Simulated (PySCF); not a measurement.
# C7H11N3: excited-state calculation

- system: C7H11N3, SMILES CC(C)(C)c1nccnn1
- method: TDDFT CAM-B3LYP/def2-SVPD, vertical, gas phase, core orbitals frozen in the response (PySCF 2.14.0)

The geometry comes from this level: PBE0-D3(BJ)/def2-SVP.

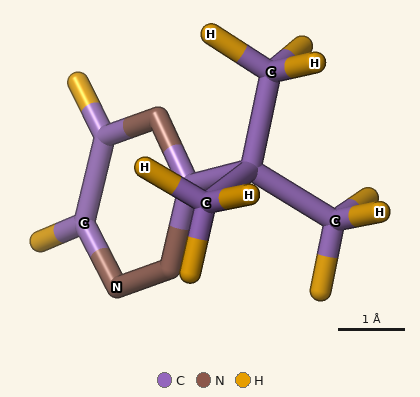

Fig. 1: The structure as given in the input (stick view, seen at a tilt). Bond lengths as drawn: C–C 1.39 to 1.54 Å, C–H 1.09 to 1.10 Å, C–N 1.32 to 1.34 Å and N–N 1.31 Å.

### Input file
```
{"job": {"kind": "uv", "xc": "CAM-B3LYP", "basis": "def2-SVPD", "ip": true}, "charge": 0, "multiplicity": 1}
C     -1.598425    -0.014750    -1.242997
C     -0.896724     0.004101     0.123223
C     -1.319168    -1.228968     0.933178
C     -1.257313     1.279139     0.879707
C      0.599896    -0.072756    -0.122115
N      1.385428     0.939336     0.258218
C      2.675408     0.798922     0.004518
C      3.150140    -0.350262    -0.625759
N      2.316229    -1.321283    -0.982656
N      1.038517    -1.182590    -0.730130
H     -1.335004    -0.924061    -1.801753
H     -1.311947     0.859738    -1.847888
H     -2.690475     0.011154    -1.105114
H     -1.055251    -2.152996     0.400383
H     -2.407341    -1.213598     1.099570
H     -0.825555    -1.245295     1.917483
H     -2.344754     1.313926     1.045755
H     -0.754941     1.322749     1.856884
H     -0.960229     2.177239     0.320135
H      3.349450     1.610275     0.304797
H      4.208798    -0.503669    -0.852674
```

The first line tells a small driver script what to run in PySCF; the rest is the geometry in Å.

Hardware: 1 CPU thread, shared host.

Launch command:
```bash
OMP_NUM_THREADS=1 python <driver script> task.json out
```

### Log
```
coarse grid: 17608 points
cycle   1  E = -436.9184509599  dE =  1.661e+00  |g| = 4.769e-01  |ddm| = 1.258e+01
cycle   2  E = -436.9384516842  dE = -2.000e-02  |g| = 4.298e-01  |ddm| = 2.991e+00
cycle   3  E = -436.9772179133  dE = -3.877e-02  |g| = 7.703e-02  |ddm| = 1.390e+00
cycle   4  E = -436.9782791521  dE = -1.061e-03  |g| = 3.755e-02  |ddm| = 2.341e-01
cycle   5  E = -436.9785852777  dE = -3.061e-04  |g| = 1.042e-02  |ddm| = 1.248e-01
cycle   6  E = -436.9786115507  dE = -2.627e-05  |g| = 3.762e-03  |ddm| = 3.187e-02
cycle   7  E = -436.9786150056  dE = -3.455e-06  |g| = 1.046e-03  |ddm| = 1.236e-02
final grid: 170528 points
cycle   8  E = -437.0565393318  dE = -5.382e-05  |g| = 3.941e-03  |ddm| = 3.445e-01
cycle   9  E = -437.0565402008  dE = -8.690e-07  |g| = 3.672e-03  |ddm| = 4.886e-02
cycle  10  E = -437.0565434418  dE = -3.241e-06  |g| = 6.651e-04  |ddm| = 1.079e-02
cycle  11  E = -437.0565435260  dE = -8.412e-08  |g| = 3.256e-04  |ddm| = 2.085e-03
cycle  12  E = -437.0565435515  dE = -2.554e-08  |g| = 6.656e-05  |ddm| = 1.243e-03
cycle  13  E = -437.0565435526  dE = -1.150e-09  |g| = 1.515e-05  |ddm| = 3.020e-04
cycle  14  E = -437.0565435527  dE = -8.140e-11  |g| = 9.925e-06  |ddm| = 7.408e-05
```

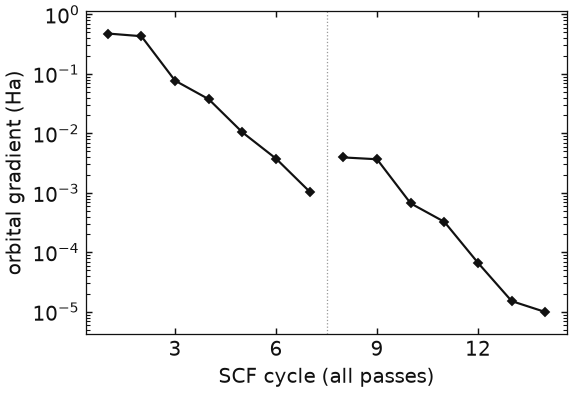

Fig. 2: Convergence of the self-consistent field: orbital gradient against the SCF cycle. The dotted line marks the change from a coarse to the final integration grid. The first 7 cycles use a coarse grid, the final grid takes over at cycle 8, and the field converges after 14 cycles in all.

```
converged SCF energy = -437.0565435527

Static polarisability (au): isotropic 101.068, principal 78.005 98.839 126.360

Singlet excitations
state   eV       nm        f      main configurations
  1   3.1313    396.0   0.00419   H->L 0.99
  2   4.0938    302.9   0.00002   H->L+1 0.99
  3   5.5435    223.7   0.01513   H-2->L 0.59, H-1->L 0.17, H-3->L 0.16
  4   5.5651    222.8   0.07159   H-1->L 0.70, H-2->L 0.14, H-6->L+1 0.08
  5   5.8512    211.9   0.00009   H-3->L 0.41, H-4->L 0.29, H-2->L 0.14
  6   6.4206    193.1   0.00684   H-2->L+1 0.87
  7   6.6380    186.8   0.14018   H-1->L+1 0.85, H-6->L 0.10
  8   6.7579    183.5   0.00172   H->L+2 0.85
  9   6.8524    180.9   0.00386   H-3->L+1 0.56, H-4->L+1 0.31
 10   7.3278    169.2   0.00033   H-4->L 0.50, H-3->L 0.33

Triplet excitations (Tamm-Dancoff, eV): 2.4064 3.7663 4.2036 4.5002
Vertical ionisation energy (delta-SCF) = 9.0104 eV
Vertical electron affinity (delta-SCF) = 0.2542 eV
```

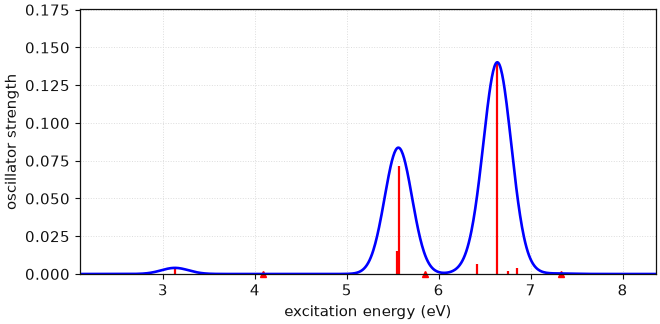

Fig. 3: Computed excitations as sticks (degenerate states added up, dark ones marked on the axis), with a Gaussian envelope of 0.35 eV full width at half maximum, scaled to the tallest. Of the 10 states the lowest lies at 3.13 eV (f = 0.004); the strongest line is at 6.64 eV, or 187 nm (f = 0.140).

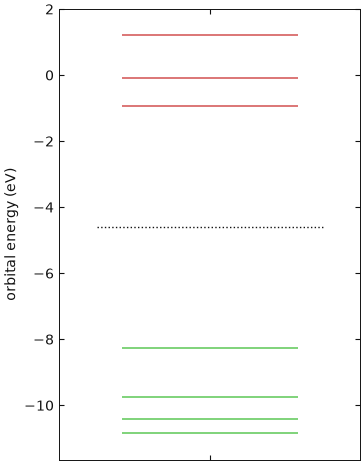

Fig. 4: Orbital energies near the frontier; the dotted line parts filled from empty levels, and levels within 0.02 eV of each other stand side by side. Highest filled −8.26 eV, lowest empty −0.93 eV, 7.33 eV apart.

### Key numbers

```tsv
quantity	value
outcome	converged
total energy	−437.056544 hartree
HOMO	−8.26 eV
LUMO	−0.93 eV
dipole moment	2.21 D
mean polarisability	101.07 a.u.
vertical ionisation energy	9.01 eV
vertical electron affinity	0.25 eV
lowest singlet excitation	3.13 eV
wall time	5.8 min
peak memory	1.6 GiB
```
